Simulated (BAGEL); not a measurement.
**C2H6B (SMILES [BH]CC) at UHF/STO-3G (density fitting with qzvpp-jkfit)**

What is the vertical electron affinity of C2H6B at UHF/STO-3G (density fitting with qzvpp-jkfit)? 

The calculation is run with BAGEL 1.2.2.

## 1. The system as given

C2H6B has 9 atoms, charge 0, and is taken as a doublet. As SMILES, `[BH]CC`. The coordinates come from a PBE0-D4/def2-TZVP relaxation. This is one conformer, not always the lowest.

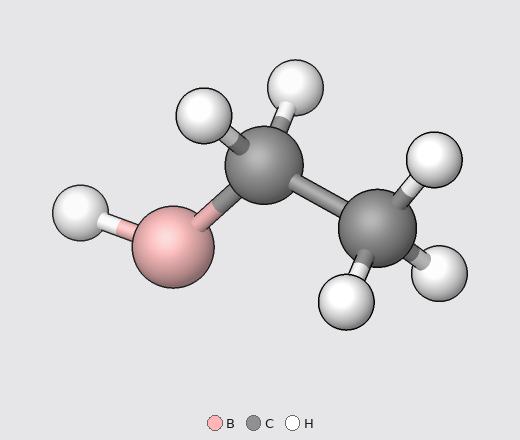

Viewed from a chosen angle; boron pink, carbon grey, hydrogen white.

## 2. A single-point energy at UHF/STO-3G (density fitting with qzvpp-jkfit)

input.json reads:

```json
{ "bagel" : [

{
  "title" : "molecule",
  "basis" : "sto-3g",
  "df_basis" : "qzvpp-jkfit",
  "angstrom" : "true",
  "geometry" : [
    { "atom" : "B", "xyz" : [   -1.415300,    0.517300,   -0.623600 ] },
    { "atom" : "C", "xyz" : [    0.077500,    0.346900,   -0.300600 ] },
    { "atom" : "C", "xyz" : [    0.504700,   -0.731500,    0.688600 ] },
    { "atom" : "H", "xyz" : [   -1.915600,    1.307200,   -1.370300 ] },
    { "atom" : "H", "xyz" : [    0.580700,    0.211000,   -1.273200 ] },
    { "atom" : "H", "xyz" : [    0.428600,    1.341200,    0.024500 ] },
    { "atom" : "H", "xyz" : [    1.588300,   -0.746200,    0.828800 ] },
    { "atom" : "H", "xyz" : [    0.197300,   -1.721000,    0.344100 ] },
    { "atom" : "H", "xyz" : [    0.042200,   -0.571000,    1.664600 ] }
  ]
},
{ "title" : "uhf", "nopen" : 1 },
{ "title" : "print", "file" : "orbitals.molden", "orbitals" : "true" }

]}
```

Started as:

```
$ BAGEL_NUM_THREADS=1 BAGEL input.json > input.out
```

The log of the run:

```text
* using 1 threads per process

  ===============================================================
  ===============================================================

  *** Geometry ***

  { "atom" : "B", "xyz" : [     -2.674529,      0.977555,     -1.178433 ] },
  { "atom" : "C", "xyz" : [      0.146454,      0.655546,     -0.568052 ] },
  { "atom" : "C", "xyz" : [      0.953745,     -1.382335,      1.301265 ] },
  { "atom" : "H", "xyz" : [     -3.619959,      2.470250,     -2.589492 ] },
  { "atom" : "H", "xyz" : [      1.097364,      0.398732,     -2.405999 ] },
  { "atom" : "H", "xyz" : [      0.809937,      2.534501,      0.046298 ] },
  { "atom" : "H", "xyz" : [      3.001452,     -1.410114,      1.566205 ] },
  { "atom" : "H", "xyz" : [      0.372843,     -3.252219,      0.650255 ] },
  { "atom" : "H", "xyz" : [      0.079746,     -1.079034,      3.145638 ] },

  Number of auxiliary basis functions:      333

  Since a DF basis is specified, we compute 2- and 3-index integrals:
    o Being stored without compression. Storage requirement is 0.001 GB

  Number of basis functions:       21
  Number of electrons      :       23

    * METHOD: MOLECULE                             0.04

  *** Open-shell HF ***

  === Nuclear Repulsion ===
    63.1540652359

      * DIIS with orbital gradients will be used.

  === UHF iteration (sto-3g) ===
      0       -102.53820332          0.02270523           0.00
      1       -102.57646514          0.00810400           0.00
      2       -102.58163358          0.00315670           0.00
      3       -102.58277300          0.00063010           0.00
      4       -102.58286045          0.00017699           0.00
      5       -102.58288619          0.00002537           0.00
      6       -102.58289006          0.00001161           0.00
      7       -102.58289128          0.00000660           0.00
      8       -102.58289170          0.00000274           0.00
      9       -102.58289174          0.00000064           0.00
     10       -102.58289175          0.00000024           0.00
     11       -102.58289175          0.00000012           0.00
     12       -102.58289175          0.00000007           0.00
     13       -102.58289175          0.00000003           0.00
     14       -102.58289175          0.00000001           0.00
     15       -102.58289175          0.00000000           0.00
    * SCF iteration converged.

    * S^2 (UHF) is 0.7518

    * Permanent dipole moment:
           (   -0.082020,     0.010377,    -0.018697) a.u.

    * METHOD: UHF                                  0.08

    * METHOD: PRINT                                0.00

  ===============================================================
```

Run time: 0.32 s. Hardware: 1 thread of AMD EPYC 9R45 (Zen 5), shared host.

## 3. The singlet anion, same level

calc.json reads:

```json
{ "bagel": [

{
  "title": "molecule",
  "basis": "sto-3g",
  "df_basis": "qzvpp-jkfit",
  "angstrom": true,
  "geometry": [
    { "atom": "B", "xyz": [   -1.415300,    0.517300,   -0.623600 ] },
    { "atom": "C", "xyz": [    0.077500,    0.346900,   -0.300600 ] },
    { "atom": "C", "xyz": [    0.504700,   -0.731500,    0.688600 ] },
    { "atom": "H", "xyz": [   -1.915600,    1.307200,   -1.370300 ] },
    { "atom": "H", "xyz": [    0.580700,    0.211000,   -1.273200 ] },
    { "atom": "H", "xyz": [    0.428600,    1.341200,    0.024500 ] },
    { "atom": "H", "xyz": [    1.588300,   -0.746200,    0.828800 ] },
    { "atom": "H", "xyz": [    0.197300,   -1.721000,    0.344100 ] },
    { "atom": "H", "xyz": [    0.042200,   -0.571000,    1.664600 ] }
  ]
},
{ "title": "hf", "charge": -1 },
{ "title": "print", "file": "orbitals.molden", "orbitals": true }

]}
```

Started as:

```
$ BAGEL_NUM_THREADS=1 BAGEL calc.json > calc.out
```

The log of the run:

```text
* using 1 threads per process

  ===============================================================
  ===============================================================

  *** Geometry ***

  { "atom" : "B", "xyz" : [     -2.674529,      0.977555,     -1.178433 ] },
  { "atom" : "C", "xyz" : [      0.146454,      0.655546,     -0.568052 ] },
  { "atom" : "C", "xyz" : [      0.953745,     -1.382335,      1.301265 ] },
  { "atom" : "H", "xyz" : [     -3.619959,      2.470250,     -2.589492 ] },
  { "atom" : "H", "xyz" : [      1.097364,      0.398732,     -2.405999 ] },
  { "atom" : "H", "xyz" : [      0.809937,      2.534501,      0.046298 ] },
  { "atom" : "H", "xyz" : [      3.001452,     -1.410114,      1.566205 ] },
  { "atom" : "H", "xyz" : [      0.372843,     -3.252219,      0.650255 ] },
  { "atom" : "H", "xyz" : [      0.079746,     -1.079034,      3.145638 ] },

  Number of auxiliary basis functions:      333

  Since a DF basis is specified, we compute 2- and 3-index integrals:
    o Being stored without compression. Storage requirement is 0.001 GB

  Number of basis functions:       21
  Number of electrons      :       23

    * METHOD: MOLECULE                             0.04

  *** RHF ***

  === Nuclear Repulsion ===
    63.1540652359

      * DIIS with orbital gradients will be used.

  === RHF iteration (sto-3g) ===
      0       -102.24571943          0.01544752           0.00
      1       -102.29005539          0.00327012           0.00
      2       -102.29353550          0.00077318           0.00
      3       -102.29386522          0.00021234           0.00
      4       -102.29389470          0.00005774           0.00
      5       -102.29389718          0.00000807           0.00
      6       -102.29389721          0.00000125           0.00
      7       -102.29389721          0.00000019           0.00
      8       -102.29389721          0.00000004           0.00
      9       -102.29389721          0.00000001           0.00
    * SCF iteration converged.

    * Permanent dipole moment:
           (   -2.315586,     0.559953,    -0.758428) a.u.

    * METHOD: HF                                   0.04

    * METHOD: PRINT                                0.00

  ===============================================================
```

It took 0.26 s on 1 thread of AMD EPYC 9R45 (Zen 5), shared host.

## 4. Summary of results

At UHF/STO-3G (density fitting with qzvpp-jkfit):

| quantity | value |
| --- | --- |
| doublet C2H6B: total energy | -102.58289 Eh |
| doublet C2H6B: dipole moment | 0.22 D |
| doublet C2H6B: ⟨S²⟩ | 0.752 |
| singlet anion: total energy | -102.29390 Eh |
| singlet anion: HOMO energy | 6.88 eV |
| singlet anion: LUMO energy | 18.81 eV |
| singlet anion: HOMO–LUMO gap (to an unbound level, set by the basis) | 11.93 eV |
| vertical electron affinity (to the singlet anion) | -7.864 eV |

In words: The anion lies 7.86 eV (181 kcal/mol) above the neutral: the electron isn't bound at this level, and such a value depends on the basis. Without diffuse functions anions come out too high. Hartree–Fock misses the correlation that binds many anions. In a minimal basis such a difference can be off by several eV, whatever the method. The HOMO (singlet anion) lies at positive energy, 6.88 eV: the electron is unbound at this level or held by a compact basis; values depend on the basis.
